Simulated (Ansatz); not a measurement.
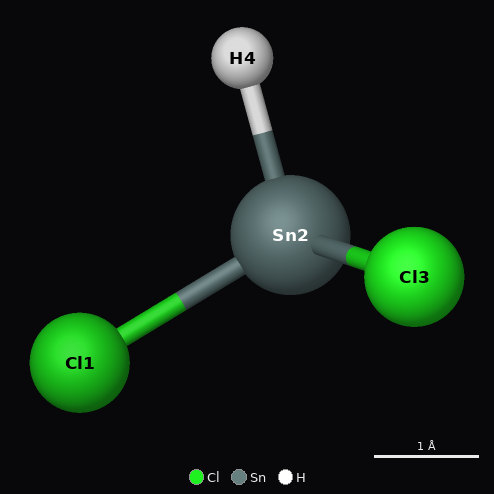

The species is neutral and a spin doublet. The computed structure is the end point of a PBE-D4/def2-SVP optimisation. No frequency run is at hand to confirm it as a minimum.

Describe the coordination of atom 2.

Sn2 has 3 neighbours (Cl1 at 2.39, Cl3 at 2.39, H4 at 1.78 Å); the arrangement is trigonal pyramidal.
